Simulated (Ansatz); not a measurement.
Input file:

```
crystal:
  lattice:
    - [3.0440948547, -2.4387611118, 0.0073402459]
    - [3.0440948547, 2.4387611118, 0.0073402459]
    - [-0.0344593746, 0.0, 7.8966747721]
  atoms:
    - { symbol: As, position: [0.8834337678, 0.8834337678, 0.3154964479] }
    - { symbol: As, position: [0.1165662322, 0.1165662322, 0.6845035521] }
    - { symbol: As, position: [0.5, 0.5, 0.5] }
    - { symbol: Se, position: [0.2867793421, 0.2867793421, 0.1841505942] }
    - { symbol: Se, position: [0.7132206579, 0.7132206579, 0.8158494058] }
basis:
  ecutwfc: 420
kpoints:
  mp_grid: { grid: [10, 10, 6] }
  band_path:
    path:
      - [[0.0, 0.0, 0.0], [-0.41045797, 0.41045797, 0.0]]
      - [[-0.58954203, -0.41045797, 0.0], [-0.5, -0.5, 0.0], [0.0, 0.0, 0.0], [-0.5, -0.5, 0.5], [-0.58978356, -0.41021644, 0.5]]
      - [[-0.41021644, 0.41021644, 0.5], [0.0, 0.0, 0.5], [0.0, 0.0, 0.0]]
      - [[-0.5, 0.0, 0.5], [0.0, 0.0, 0.0], [-0.5, 0.0, 0.0]]
    npoints: 14
hamiltonian:
  xc: pbe
scf:
  occupations: { method: gaussian, width: 0.1 }
  n_extra_bands: 12
output:
  forces: true
  stress: true
  eigenvalues: true
  populations: true
  dos: { projected: true, de: 0.02, nscf_kmesh: { grid: [12, 12, 8] } }
  bader: true
  write_density: true
  write_potential: true
  elf: true
  volumetric_format: npy
```

Run with:

```sh
ansatz run input.yaml --threads 1 --pin off --max-ram 2560MiB --backend cpu --events-out ev --progress --plain --runs-dir out
```

Below, planes, directions and counts refer to the conventional cell (a = 6.09 Å, b = 4.88 Å, c = 7.90 Å, α = 90.00°, β = 90.11°, γ = 90.00°).

Space group C2/m; a structure generated by program, which may or may not match a known phase; computed without spin polarisation.

The calculation used DFT PBE, scalar-relativistic, plane waves, PAW in Ansatz.

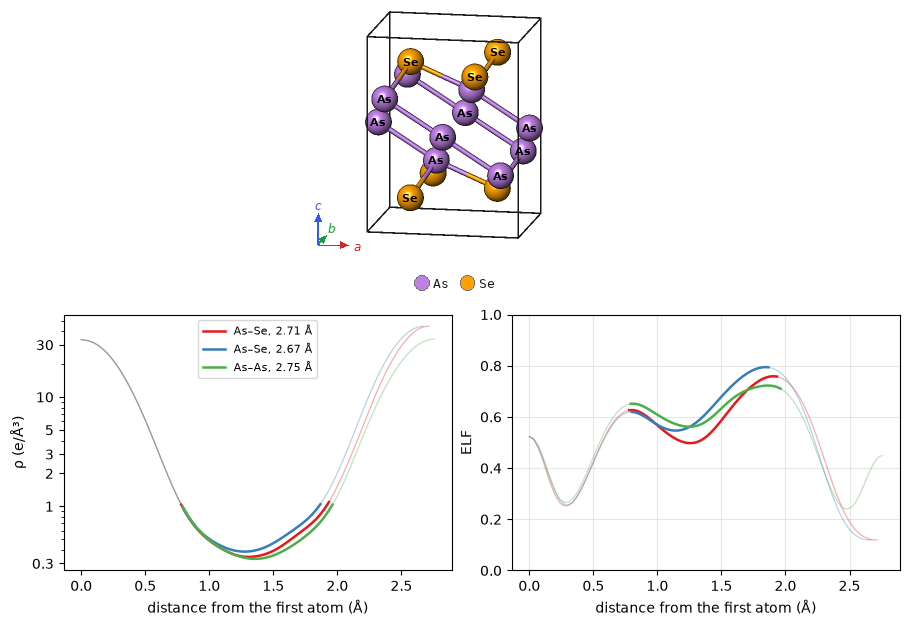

As$_{3}$Se$_{2}$. Valence charge density (pseudo) and electron localisation function along straight lines between neighbouring atoms. Thin, pale parts lie inside the atomic spheres. The structure is drawn too.

The density is the valence pseudo-density of a PAW calculation; it isn't the true density close to the nuclei.

Compare the contacts.

Answer. As–Se (2.71 Å): the density is about 0.35 e/Å³ at the midpoint; the ELF is about 0.50 at the midpoint.
As–Se (2.67 Å): ρ at the midpoint is about 0.39 e/Å³; the ELF is about 0.60 at the midpoint.
As–As (2.75 Å): ρ is about 0.33 e/Å³ halfway; the ELF peaks at about 0.70 between the atoms.
